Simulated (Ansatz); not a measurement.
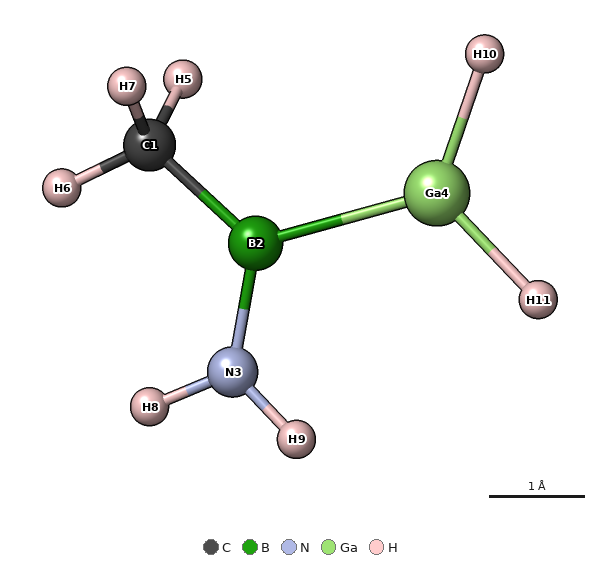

**Figure 1.** The structure as given in the input (ball-and-stick view, seen at a tilt; atoms are numbered from 1 in the order of the input). Sticks mark near contacts. Bond lengths as drawn: B–C 1.57 Å, B–Ga 2.12 Å, B–N 1.39 Å, C–H 1.10 Å, Ga–H 1.58 to 1.59 Å and H–N 1.01 Å.

**What a change does: single-point calculation on CH7BGaN**

System: CH7BGaN, SMILES C[B](N)[GaH2].
Method of run A: RKS SPW92 (LDA)/def2-TZVPP (Ansatz 0.2.0).

The geometry comes from this level: PBE0-D4/def2-TZVP. Text and figures count atoms from 1; the logs count them from 0 in places.

## The input, run A
```yaml
crystal:
  periodic: [false, false, false]
  atoms:
    - {symbol: C, position_ang: [-0.483132, 1.456391, 0.267102]}
    - {symbol: B, position_ang: [-0.083362, -0.060437, 0.166581]}
    - {symbol: N, position_ang: [-0.462828, -0.946936, 1.172110]}
    - {symbol: Ga, position_ang: [1.028190, -0.891067, -1.433860]}
    - {symbol: H, position_ang: [-1.066880, 1.762163, -0.608167]}
    - {symbol: H, position_ang: [-1.061772, 1.708502, 1.162992]}
    - {symbol: H, position_ang: [0.408931, 2.092431, 0.252222]}
    - {symbol: H, position_ang: [-0.994074, -0.662410, 1.982687]}
    - {symbol: H, position_ang: [-0.238764, -1.927888, 1.166411]}
    - {symbol: H, position_ang: [1.582522, -0.087430, -2.677803]}
    - {symbol: H, position_ang: [1.371180, -2.443329, -1.450276]}
basis:
  gaussian: {orbitals: def2-TZVPP}
hamiltonian: {xc: lda}
output: {orbitals: {seedname: orbitals}}
```

Hardware: 4 CPU threads, shared host.

## Output (run A)
```
Functional definition: SPW92
  exchange = slater_x
  correlation = pw_c
1285 factors; their error is unknown
mean field evaluation 1: about -55565.6568 eV, gradient 9.7e1 eV
mean field evaluation 2: about -55484.3572 eV, gradient 1.8e2 eV
mean field evaluation 4: about -55583.1230 eV, gradient 1.9e1 eV
mean field evaluation 8: about -55583.9049 eV, gradient 1.4e-1 eV
mean field evaluation 16: about -55583.8796 eV, gradient 3.6e-4 eV
mean field -55583.87957756 eV, -2042.6698983687 hartree, gradient 7.9e-5 eV, S^2 0.000000; 0 other end points of the search recorded, 0 dependent functions left out
reference -55583.87962215 eV, -2042.6699000073 hartree; 28, 28 occupied and 211, 211 virtual orbitals, 1285 factors
Total energy: -55583.87962215 eV, -2042.6699000073 hartree
```

For run B the input was changed thus:
```diff
-hamiltonian: {xc: lda}
+hamiltonian: {xc: {name: LC-wPBE}}
```

How does run B compare with run A?

The total energies belong to different methods, so their difference says nothing on which is more stable or more accurate. The HOMO goes from −5.83 to −9.47 eV. The LUMO goes from −2.84 to 0.32 eV.

## Output (run B)
```
Functional definition: LC-wPBE
  parameter omega = 0.4/bohr
  exchange = pbe_x_sr(omega) + exact_x_lr(omega)
  correlation = pbe_c
1285 factors; their error is unknown
435 factors; integrals over basis functions are off by at most 2.2e-5 eV
mean field evaluation 1: about -55682.1435 eV, gradient 6.0e1 eV
mean field evaluation 2: about -55684.0165 eV, gradient 5.4e1 eV
mean field evaluation 4: about -55688.6049 eV, gradient 2.6e0 eV
mean field evaluation 8: about -55688.6184 eV, gradient 3.1e-2 eV
mean field evaluation 16: about -55688.5931 eV, gradient 2.6e-5 eV
mean field -55688.59312605 eV, -2046.5180502982 hartree, gradient 2.6e-5 eV, S^2 0.000000; 0 other end points of the search recorded, 0 dependent functions left out
reference -55688.59312606 eV, -2046.5180502985 hartree; 28, 28 occupied and 211, 211 virtual orbitals, 1285 factors
Total energy: -55688.59312606 eV, -2046.5180502985 hartree
```

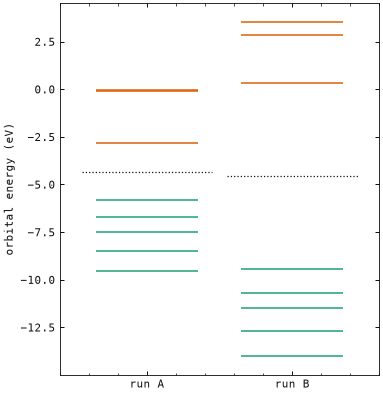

**Figure 2.** The five highest filled and three lowest empty orbital energies of the two runs; the dotted lines part filled from empty levels. The HOMO–LUMO gap is 2.99 eV in run A and 9.79 eV in run B.

## The two runs side by side

| quantity | run A | run B |
| --- | --- | --- |
| outcome | converged | converged |
| total energy (hartree) | −2042.669900 | −2046.518050 |
| HOMO (eV) | −5.83 | −9.47 |
| LUMO (eV) | −2.84 | 0.32 |
| basis functions | 239 | 239 |
| wall time (shared host) | 1.4 s | 2.7 s |
